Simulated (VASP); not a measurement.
Band structure of SrTe (relaxed from the rock salt structure, space group Fm-3m). All values below come from PBEsol GGA, VASP's PBE PAW potentials (set 64) (plane waves; VASP).

Unless said otherwise, spin-orbit coupling is left out, though it shifts the bands of the heavy elements here.

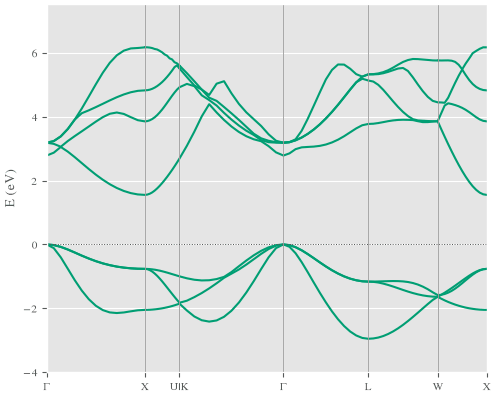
Bands along high-symmetry lines, zero at the valence-band maximum or, without a gap, the Fermi level

**Question.** Read the plot: is there a gap, and where are the band edges?

**Answer.** The gap is indirect, 1.55 eV, from the valence maximum at Γ to the conduction minimum at X. (Edges off the drawn lines would not show.)

The structure was generated: SrTe was put into the rock salt type (Fm-3m), which need not be its known phase. It was relaxed first, which changed the volume by -22 %.
